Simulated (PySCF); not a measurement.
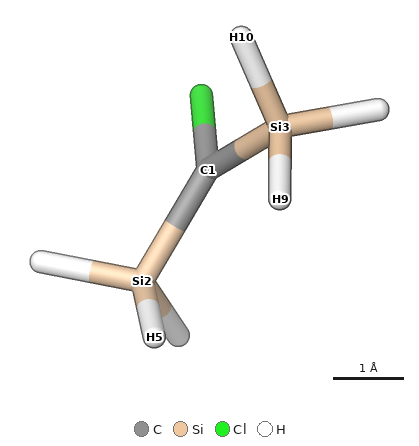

Fig. 1: The structure as given in the input (stick view, seen at a tilt; atoms are numbered from 1 in the order of the input). Bond lengths as drawn: C–Cl 1.73 Å, C–Si 1.87 Å and H–Si 1.49 to 1.50 Å.

## EPR calculation of CH6ClSi2

System: CH6ClSi2, multiplicity 2, SMILES [SiH3][C]([SiH3])Cl.
Method: UKS BHandHLYP, IGLO-III on C Cl Si, pcH-1 on H, non-relativistic, mean-field spin-orbit, GIAO (PySCF 2.14.0).

## Output
```
UKS, coarse grid
  cycle   1  E = -1080.82588516  |g| = 2.01e-01
  cycle   2  E = -1080.84111922  |g| = 1.34e-01
  cycle   3  E = -1080.84868590  |g| = 5.71e-02
  cycle   4  E = -1080.85051404  |g| = 1.21e-02
  cycle   5  E = -1080.85064182  |g| = 3.54e-03
  cycle   6  E = -1080.85066052  |g| = 1.50e-03
  cycle   7  E = -1080.85066488  |g| = 5.45e-04
UKS, final grid
  cycle   1  E = -1080.85068559  |g| = 3.83e-04
  cycle   2  E = -1080.85068567  |g| = 2.82e-04
  cycle   3  E = -1080.85068571  |g| = 7.84e-05
  cycle   4  E = -1080.85068572  |g| = 6.23e-05
  cycle   5  E = -1080.85068573  |g| = 4.54e-06
E = -1080.85068573 Eh   <S^2> = 0.7570 (exact 0.7500)
g shifts (ppm)      1          2          3
  rmc          -150       -150       -150
  gc              7         45         37
  oz_so        -602       7893       8109
  total        -745       7788       7995
hyperfine (MHz)  atom isotope    a_iso     a_fc   dipolar eigenvalues
    0   13C     107.90     107.29    -70.86    -69.17    140.03
    1  29Si      50.80      50.88     -2.75     -0.04      2.79
    2  29Si      50.81      50.89     -2.75     -0.04      2.79
    3  35Cl      10.58      10.66    -29.88    -19.41     49.29
    4    1H      -3.38      -3.38     -3.17     -2.55      5.72
    5    1H      49.66      49.65     -2.85     -2.09      4.94
    6    1H      51.02      51.02     -2.86     -2.07      4.93
    7    1H      49.77      49.77     -2.85     -2.08      4.94
    8    1H      -3.38      -3.38     -3.17     -2.55      5.72
    9    1H      50.94      50.93     -2.86     -2.07      4.93
```

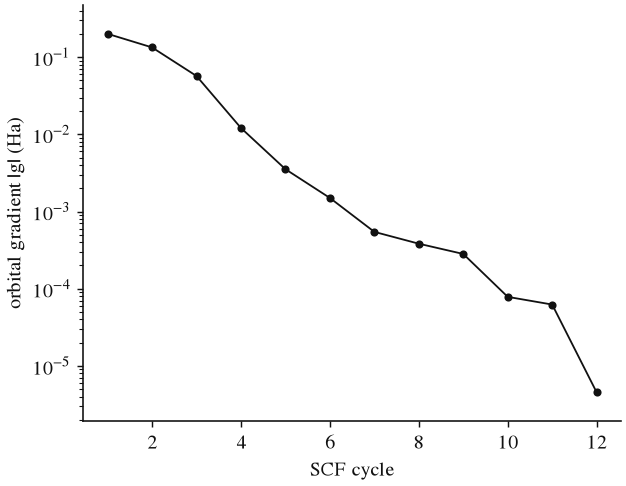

Fig. 2: Convergence of the self-consistent field: orbital gradient |g| against the SCF cycle. All cycles printed in the log are drawn one after another.

The run was set up as follows.

## The input
```
{"job": {"kind": "epr", "xc": "BHandHLYP"}, "charge": 0, "multiplicity": 2}
C     -0.049031     0.594644    -0.302132
Si     1.705876    -0.037903    -0.194306
Si    -1.627983    -0.170207     0.340619
Cl    -0.238487     2.112627    -1.108681
H      1.698629    -1.351294     0.515435
H      2.275310    -0.206914    -1.566157
H      2.556887     0.936649     0.554894
H     -2.288671     0.756617     1.309812
H     -1.294375    -1.457779     1.018572
H     -2.572665    -0.424588    -0.789994
```

The first line tells a small driver script what to run in PySCF; the rest is the geometry in Å.

Launch command:
```bash
OMP_NUM_THREADS=1 python <driver script> task.json out
```

## Key numbers

- outcome: converged
- total energy: −1080.850686 hartree
- ⟨S²⟩: 0.757
- isotropic g: 2.0073
- hardware: 1 CPU thread, shared host
- wall time: 34 s
- peak memory: 0.76 GiB
